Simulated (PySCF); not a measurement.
**Run report: SiH3Cl, irc calculation (part 2 of 2)**

SiH3Cl; HF/3-21G, RHF (PySCF 2.14.0). The input sets isotopic masses. The geometry was optimised with HF/3-21G saddle.

Geometry of the input (Å):
```
Si -0.4121  0.0353  -0.1956
Cl 2.3601  -0.8436  0.1118
H  -1.0925  -0.3927  1.0646
H  0.9749  -0.8088  -0.7194
H  -0.3578  1.5245  -0.0795
```

### What the program printed, continued
```
--------------- DFRHF_Scanner gradients ---------------
         x                y                z
0 Si    -0.0550076889     0.0144637740    -0.0110848788
1 Cl     0.0319717672    -0.0165447294    -0.0071942303
2 H     0.0003905786     0.0025545295     0.0022243783
3 H     0.0229567978    -0.0011959291     0.0127370319
4 H    -0.0003114547     0.0007223551     0.0033176990
----------------------------------------------

WARN: Mole.unit (angstrom) is changed to bohr

converged SCF energy = -746.388750151399
--------------- DFRHF_Scanner gradients ---------------
         x                y                z
0 Si    -0.0540099682     0.0131816944    -0.0125882353
1 Cl     0.0344560346    -0.0170214297    -0.0063978564
2 H    -0.0004975521     0.0018509033     0.0025048182
3 H     0.0206334207     0.0003556431     0.0138451781
4 H    -0.0005819349     0.0016331889     0.0026360953
----------------------------------------------

WARN: Mole.unit (angstrom) is changed to bohr

converged SCF energy = -746.392779421047
--------------- DFRHF_Scanner gradients ---------------
         x                y                z
0 Si    -0.0558011405     0.0175017078    -0.0065041912
1 Cl     0.0367246835    -0.0174329810    -0.0056307229
2 H    -0.0004192179     0.0019369424     0.0012325269
3 H     0.0204455927    -0.0025572635     0.0088433422
4 H    -0.0009499178     0.0005515942     0.0020590449
----------------------------------------------

WARN: Mole.unit (angstrom) is changed to bohr

converged SCF energy = -746.396538745
--------------- DFRHF_Scanner gradients ---------------
         x                y                z
0 Si    -0.0528810810     0.0130195549    -0.0121333823
1 Cl     0.0387507161    -0.0176896691    -0.0047599265
2 H    -0.0016798601     0.0009750112     0.0019723500
3 H     0.0170588581     0.0015912452     0.0136204012
4 H    -0.0012486331     0.0021038579     0.0013005576
----------------------------------------------

WARN: Mole.unit (angstrom) is changed to bohr

converged SCF energy = -746.399995992542
--------------- DFRHF_Scanner gradients ---------------
         x                y                z
0 Si    -0.0551092478     0.0202990393    -0.0013733568
1 Cl     0.0405426135    -0.0179409774    -0.0040303948
2 H    -0.0011491967     0.0015087134     0.0001310267
3 H     0.0173699112    -0.0040569517     0.0043553431
4 H    -0.0016540802     0.0001901764     0.0009173819
----------------------------------------------

WARN: Mole.unit (angstrom) is changed to bohr

converged SCF energy = -746.402868506096
--------------- DFRHF_Scanner gradients ---------------
         x                y                z
0 Si    -0.0496903421     0.0081262307    -0.0182799166
1 Cl     0.0421296927    -0.0179844473    -0.0030841942
2 H    -0.0033333373    -0.0001937945     0.0022108216
3 H     0.0128044662     0.0065265555     0.0191587417
4 H    -0.0019104794     0.0035254556    -0.0000054525
----------------------------------------------

WARN: Mole.unit (angstrom) is changed to bohr

converged SCF energy = -746.405771979998
--------------- DFRHF_Scanner gradients ---------------
         x                y                z
0 Si    -0.0534574750     0.0223205789     0.0030747613
1 Cl     0.0433053943    -0.0181301881    -0.0025734151
2 H    -0.0017449128     0.0012452295    -0.0007064058
3 H     0.0141508668    -0.0053516693     0.0001187659
4 H    -0.0022538733    -0.0000839509     0.0000862937
----------------------------------------------

WARN: Mole.unit (angstrom) is changed to bohr

converged SCF energy = -746.406559947407
--------------- DFRHF_Scanner gradients ---------------
         x                y                z
0 Si    -0.0463017643    -0.0036588847    -0.0358478177
1 Cl     0.0446378346    -0.0179669011    -0.0014442831
2 H    -0.0052929999    -0.0016123721     0.0032235161
3 H     0.0094126197     0.0174374289     0.0352642198
4 H    -0.0024556900     0.0058007289    -0.0011956352
----------------------------------------------

WARN: Mole.unit (angstrom) is changed to bohr

converged SCF energy = -746.410468304039
--------------- DFRHF_Scanner gradients ---------------
         x                y                z
0 Si    -0.0499417351     0.0171917219    -0.0032559778
1 Cl     0.0451932393    -0.0180678066    -0.0012566836
2 H    -0.0032509867     0.0001956749     0.0001892554
3 H     0.0106574245    -0.0010655552     0.0050578770
4 H    -0.0026579420     0.0017459651    -0.0007344709
----------------------------------------------

WARN: Mole.unit (angstrom) is changed to bohr

converged SCF energy = -746.413396499439
--------------- DFRHF_Scanner gradients ---------------
         x                y                z
0 Si    -0.0484471258     0.0065681600    -0.0201033074
1 Cl     0.0464796737    -0.0178317288    -0.0000350175
2 H    -0.0036488224    -0.0001089709    -0.0002660588
3 H     0.0085775153     0.0096875568     0.0217412162
4 H    -0.0029612408     0.0016849828    -0.0013368325
----------------------------------------------

WARN: Mole.unit (angstrom) is changed to bohr

converged SCF energy = -746.415762264417
--------------- DFRHF_Scanner gradients ---------------
         x                y                z
0 Si    -0.0482901242     0.0219206406     0.0057243460
1 Cl     0.0469372601    -0.0178495259     0.0002289826
2 H    -0.0028253810     0.0007244833    -0.0013169060
3 H     0.0072217125    -0.0049509965    -0.0036591554
4 H    -0.0030434674     0.0001553984    -0.0009772672
----------------------------------------------

WARN: Mole.unit (angstrom) is changed to bohr

converged SCF energy = -746.413764152823
--------------- DFRHF_Scanner gradients ---------------
         x                y                z
0 Si    -0.0494949681    -0.0101309668    -0.0487591130
1 Cl     0.0473355268    -0.0173870514     0.0012596901
2 H    -0.0047338296    -0.0010874125     0.0008375307
3 H     0.0098927645     0.0251673977     0.0485252941
4 H    -0.0029994936     0.0034380330    -0.0018634019
----------------------------------------------

WARN: Mole.unit (angstrom) is changed to bohr

converged SCF energy = -746.419167199902
--------------- DFRHF_Scanner gradients ---------------
         x                y                z
0 Si    -0.0472966182     0.0113911730    -0.0112824151
1 Cl     0.0475316597    -0.0174480705     0.0012833792
2 H    -0.0036786393    -0.0000743019    -0.0003924758
3 H     0.0064849791     0.0045427434     0.0117764034
4 H    -0.0030413813     0.0015884561    -0.0013848916
----------------------------------------------

WARN: Mole.unit (angstrom) is changed to bohr

converged SCF energy = -746.422208431014
--------------- DFRHF_Scanner gradients ---------------
         x                y                z
0 Si    -0.0464897550     0.0178934504     0.0001324454
1 Cl     0.0477652245    -0.0171790727     0.0018841115
2 H    -0.0025976639     0.0007664047    -0.0016649077
3 H     0.0043097098    -0.0012300780     0.0007061253
4 H    -0.0029875155    -0.0002507044    -0.0010577745
----------------------------------------------

WARN: Mole.unit (angstrom) is changed to bohr

converged SCF energy = -746.424289687524
--------------- DFRHF_Scanner gradients ---------------
         x                y                z
0 Si    -0.0450608368     0.0167668007    -0.0008390235
1 Cl     0.0477549135    -0.0169076757     0.0023322747
2 H    -0.0033738284     0.0000369054    -0.0001500922
3 H     0.0034588366    -0.0014846552    -0.0002668513
4 H    -0.0027790848     0.0015886248    -0.0010763077
----------------------------------------------

WARN: Mole.unit (angstrom) is changed to bohr

converged SCF energy = -746.426154884882
--------------- DFRHF_Scanner gradients ---------------
         x                y                z
0 Si    -0.0481037032     0.0187712247     0.0005700622
1 Cl     0.0474762347    -0.0166124480     0.0026480250
2 H     0.0001042126     0.0026486686    -0.0053119860
3 H     0.0034064041     0.0003378545     0.0027535223
4 H    -0.0028831482    -0.0051452998    -0.0006596234
----------------------------------------------

WARN: Mole.unit (angstrom) is changed to bohr

converged SCF energy = -746.427823186763
--------------- DFRHF_Scanner gradients ---------------
         x                y                z
0 Si    -0.0419072745     0.0143069656    -0.0029390268
1 Cl     0.0473831630    -0.0163833574     0.0029721794
2 H    -0.0053017296    -0.0017808880     0.0036600111
3 H     0.0020698265    -0.0023394418    -0.0025911815
4 H    -0.0022439854     0.0061967216    -0.0011019822
----------------------------------------------

WARN: Mole.unit (angstrom) is changed to bohr

converged SCF energy = -746.424827755582
--------------- DFRHF_Scanner gradients ---------------
         x                y                z
0 Si    -0.0613667878     0.0289209406     0.0090831661
1 Cl     0.0467043222    -0.0160423765     0.0031075631
2 H     0.0138096731     0.0133612548    -0.0269578453
3 H     0.0047575412     0.0066133783     0.0141372745
4 H    -0.0039047486    -0.0328531972     0.0006298415
----------------------------------------------
s (bohr amu^1/2)   E - E(TS) (kcal/mol)
  -4.20    -57.687
  -3.90    -55.210
  -3.60    -49.911
  -3.30    -49.681
  -3.00    -45.391
  -2.70    -43.074
  -2.40    -39.102
  -2.10    -34.215
  -1.80    -28.670
  -1.50    -22.641
  -1.20    -16.410
  -0.90    -10.400
  -0.60     -5.166
  -0.30     -1.407
   0.30     -1.264
   0.60     -3.628
   0.90     -4.992
end at s = -4.20

WARN: Mole.unit (angstrom) is changed to bohr

Si         -0.25597380       -0.01114682       -0.17310325
Cl          2.27175850       -0.80339275        0.12244150
H          -0.99891965       -0.55636908        0.95481368
H          -0.48547737       -0.68464050       -1.44904457
H          -0.23250175        1.44370212       -0.23875853
end at s = 0.90

WARN: Mole.unit (angstrom) is changed to bohr

Si         -0.43859319        0.04128409       -0.20250658
Cl          2.36965609       -0.84630800        0.11339057
H          -1.03942214       -0.33166199        1.13981050
H           1.29113253       -0.95419968       -0.75994494
H          -0.32337471        1.53699049        0.02469232
```

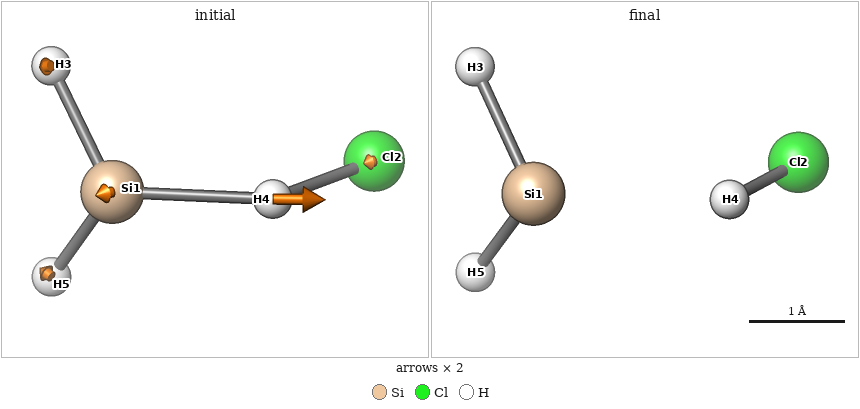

*Before (left) and after (right) the relaxation, at one scale (ball-and-stick view, seen at a tilt). The orange arrows give the displacements, magnified 2 times.*

The atom that moves furthest after the best rigid fit is H4 (0.28 Å). Largest moves by element: H 0.28 Å, Si 0.11 Å, Cl 0.07 Å. Among the contacts that change: Si1–H4 1.706 → 2.072 Å, Cl2–H4 1.616 → 1.392 Å, Si1–H3 1.495 → 1.517 Å. Among the angles that change: H3–Si1–H5 103.7° → 98.0°. (Atoms are counted from 1 in the order of the input.)

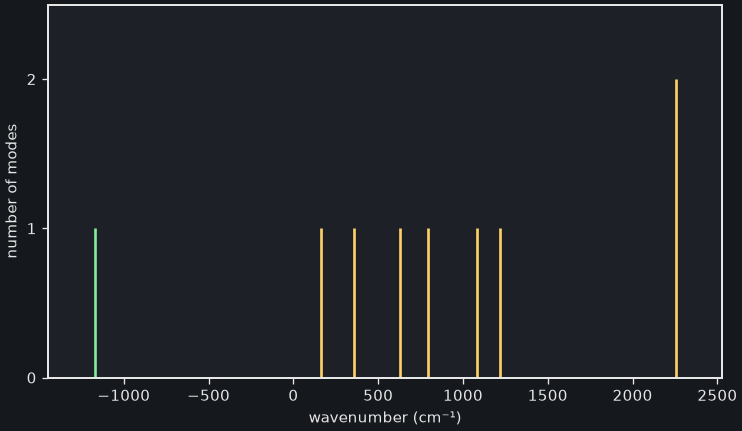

*Harmonic vibrational wavenumbers from the force constants; neighbouring modes closer than 16 cm⁻¹ are counted in one stick, and imaginary ones are drawn at negative wavenumbers.*

9 modes from 1171i to 2257 cm⁻¹, 1 imaginary beyond 8i (1171i cm⁻¹): a first-order saddle point, if the geometry is stationary.

### Summary

```tsv
quantity	value
outcome	converged
total energy	−746.334225 hartree
basis functions	32
wavenumbers, lowest and highest	1171i and 2257 cm⁻¹
wall time	11 s
peak memory	0.18 GiB
```
